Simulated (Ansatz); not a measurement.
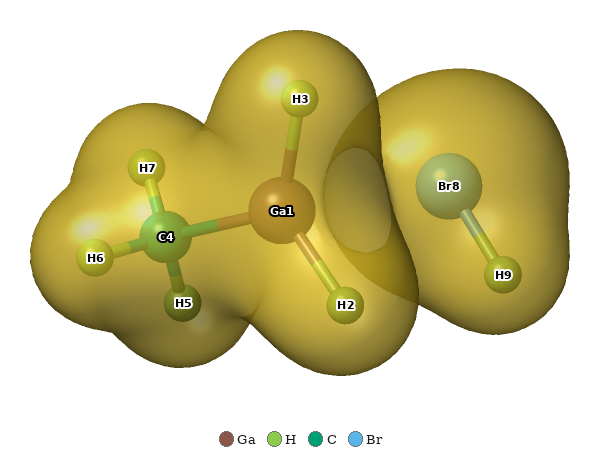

CH5Ga···HBr. Isosurface of the electron density at 0.08 e/Å³ (yellow), seen from one side.

Computed with RKS CAM-B3LYP-D4/def2-SVP in Ansatz.

Input

```
crystal:
  periodic: [false, false, false]
  atoms:
    - { symbol: Ga, position_ang: [-0.000525, 0.238571, -0.059557] }
    - { symbol: H, position_ang: [-0.015336, 0.202835, 1.515157] }
    - { symbol: H, position_ang: [1.386669, 0.431208, -0.75528] }
    - { symbol: C, position_ang: [-1.708212, 0.084116, -1.005669] }
    - { symbol: H, position_ang: [-2.271354, -0.778889, -0.619429] }
    - { symbol: H, position_ang: [-2.32174, 0.97998, -0.818014] }
    - { symbol: H, position_ang: [-1.583138, -0.030048, -2.0909] }
    - { symbol: Br, position_ang: [0.140039, -3.052625, 1.435132] }
    - { symbol: H, position_ang: [0.068097, -1.618847, 1.883861] }
basis:
  gaussian: { orbitals: def2-SVP }
hamiltonian:
  xc: cam_b3lyp
  dispersion: d4
relax:
  f_tol: 0.03
  max_steps: 50
output:
  orbitals: {}
```

Launched as:

```sh
ansatz run input.yaml --threads 4 --pin off --max-ram 5120MiB --backend cpu --events-out ev --progress --plain --runs-dir out
```

The fields are those of the run's last geometry, not of the input's.

### Which contacts does the surface bridge?

At this value the surface is in one piece. It bridges the sampled Ga···Br (3.01 Å), C–Ga (1.97 Å), C–H (1.10 Å) and Br–H (1.42 Å) contacts, where the density stays above the isovalue. On the grid the lowest density along these lines, outside the cores, is 0.12 e/Å³ (Ga···Br, 3.01 Å), 0.78 e/Å³ (C–Ga, 1.97 Å), 1.8 e/Å³ (C–H, 1.10 Å) and 1.4 e/Å³ (Br–H, 1.42 Å).
